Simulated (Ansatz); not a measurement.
Partial pair distribution functions of a relaxed model of amorphous Si$_{20}$Al$_{2}$P$_{2}$O$_{48}$, broadened by 0.06 Å; density 2.16 g/cm³. Method: PBE, scalar-relativistic without spin-orbit coupling (plane waves to 420 eV, PAW; Ansatz, a quantum-chemistry and plane-wave program).

The cell was made by melting and quenching with the CHGNet potential and then relaxed with DFT. O atoms were pushed apart under 1.9 Å during the dynamics, to hinder bonds among them. The hot cell started wider than the set density and was brought back towards it in steps. It is the lowest in DFT energy of 2 quenches. It is a model cell: composition and starting density were chosen by hand, and all elements were melted together. No dispersion term was used. Its density started from a set value of 2.35 and ended at 2.16 g/cm³. Cooling (nominally 310 K/ps over its main leg) ran many orders faster than in experiment, which tends to leave more defects and strain. One small periodic cell is one sample of the glass; other quenches scatter about these values. Volume and shape were free in the relaxation.

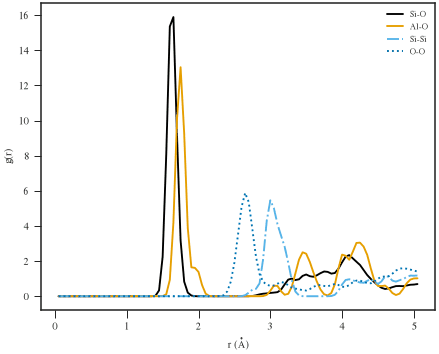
*Partial pair distribution functions*

Highest peaks under 4.5 Å: Si-O near 1.65 Å, Al-O near 1.75 Å, Si-Si near 3.00 Å, O-O near 2.65 Å; pairs of few atoms are noisy.

Within 1.94 Å each Si has 4.00 O neighbours on average.
